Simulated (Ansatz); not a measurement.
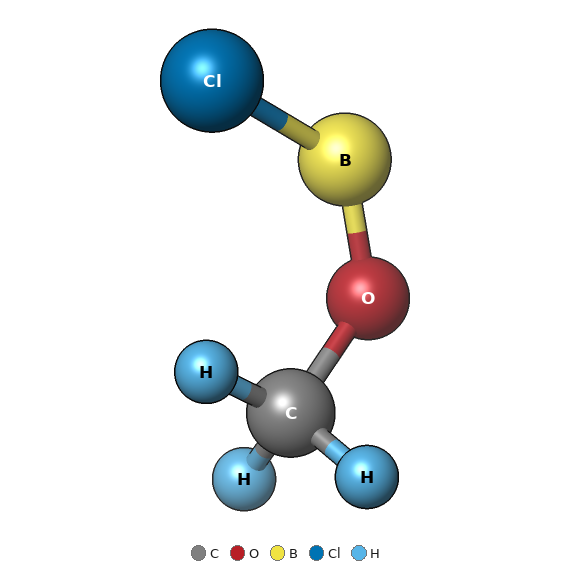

Ball-and-stick drawing of a structure.

Charge 0, doublet. Computed geometry: PBE0-D4/def2-TZVP optimisation.

Give the formula.

Answer. CH₃BClO, 7 atoms: 1 carbon, 3 hydrogen, 1 boron, 1 chlorine and 1 oxygen.

How many bonds of each kind are drawn?

Answer. 3 C–H, 1 C–O, 1 B–O, 1 B–Cl.

The parts below concern this one geometry. Atoms keep their numbers from picture to picture.

**Geometry**

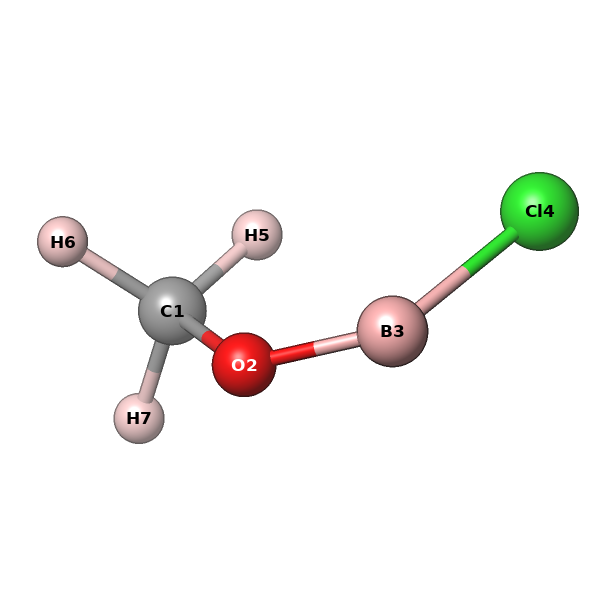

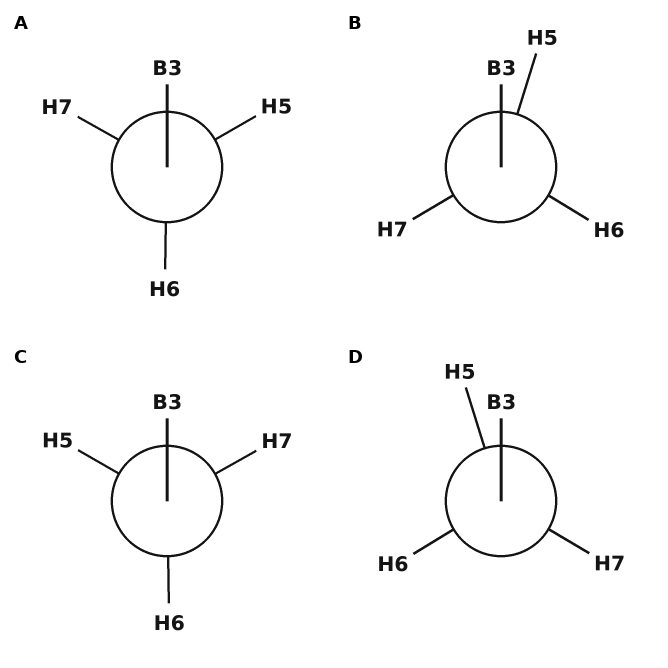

Atoms fade into the background with distance from the viewer. Bonds that would overlap in a projection are set slightly apart.

Which Newman projection shows the view along O2–C1, with O2 in front?

Answer. D. The torsion angle B3–O2–C1–H5 is 0°, synperiplanar (eclipsed).

**Levels of theory compared**

Program: Ansatz 0.2.0.

Tabulate HOMO energy (eV) at these levels: B3LYP-D4/def2-TZVPP; BHLYP-D4/def2-TZVPP; BLYP-D4/def2-TZVPP; CAM-B3LYP-D4/def2-TZVPP; HSE06 (plane-wave form)-D4/def2-TZVPP; r2SCANh-D4/def2-TZVPP; revPBE-D4/def2-TZVPP; ωB97M-V/def2-QZVPP; ωB97M-V/def2-TZVPP; ωB97X-V/def2-TZVPP.

```json
{"level": "B3LYP-D4/def2-TZVPP", "HOMO energy (eV)": "−5.72"}
{"level": "BHLYP-D4/def2-TZVPP", "HOMO energy (eV)": "−7.15"}
{"level": "BLYP-D4/def2-TZVPP", "HOMO energy (eV)": "−4.53"}
{"level": "CAM-B3LYP-D4/def2-TZVPP", "HOMO energy (eV)": "−7.30"}
{"level": "HSE06 (plane-wave form)-D4/def2-TZVPP", "HOMO energy (eV)": "−5.63"}
{"level": "r2SCANh-D4/def2-TZVPP", "HOMO energy (eV)": "−5.61"}
{"level": "revPBE-D4/def2-TZVPP", "HOMO energy (eV)": "−4.72"}
{"level": "ωB97M-V/def2-QZVPP", "HOMO energy (eV)": "−7.89"}
{"level": "ωB97M-V/def2-TZVPP", "HOMO energy (eV)": "−7.85"}
{"level": "ωB97X-V/def2-TZVPP", "HOMO energy (eV)": "−8.24"}
```

**Vibrations**

Harmonic vibrations computed with UKS PBE0-D4/def2-TZVP (Ansatz 0.2.0) at a stationary point of the same level.

How many vibrational modes are there, and where do they lie?

Answer. 15 modes: 62, 207, 298, 483, 764, 975, 1174, 1177, 1392, 1490, 1492, 1513, 3063, 3154, 3155 cm⁻¹.

**Charges**

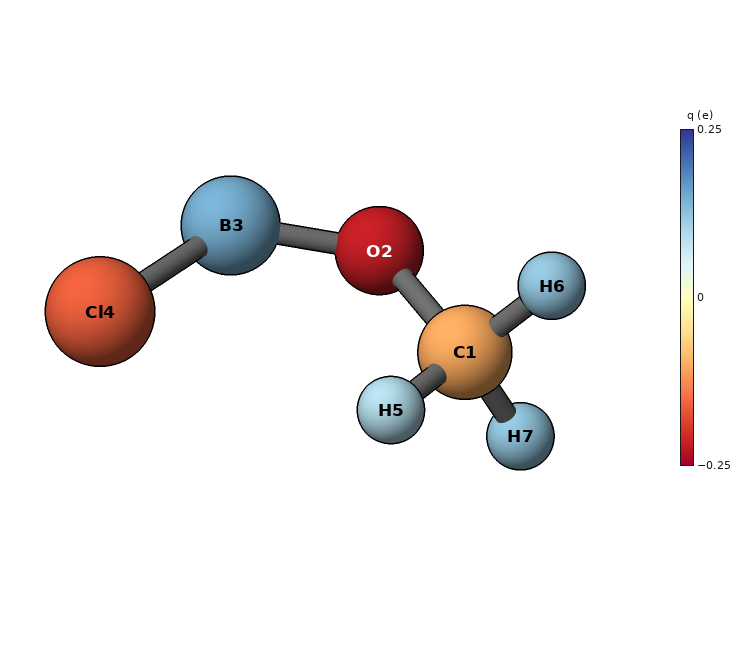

Atoms are coloured by their Mulliken charges. Level of theory: UKS B3LYP-D4/def2-TZVPP (Ansatz 0.2.0).

Which atom carries the highest charge (most positive or least negative)?

Answer. B3 (0.15 e).

And the lowest?

Answer. O2 (−0.22 e).

List the Mulliken charges.

```tsv
atom	value (e)
C1	−0.10
O2	−0.22
B3	0.15
Cl4	−0.16
H5	0.09
H6	0.12
H7	0.12
```

Mulliken values depend strongly on the basis set and can even reverse the polarity of a bond.
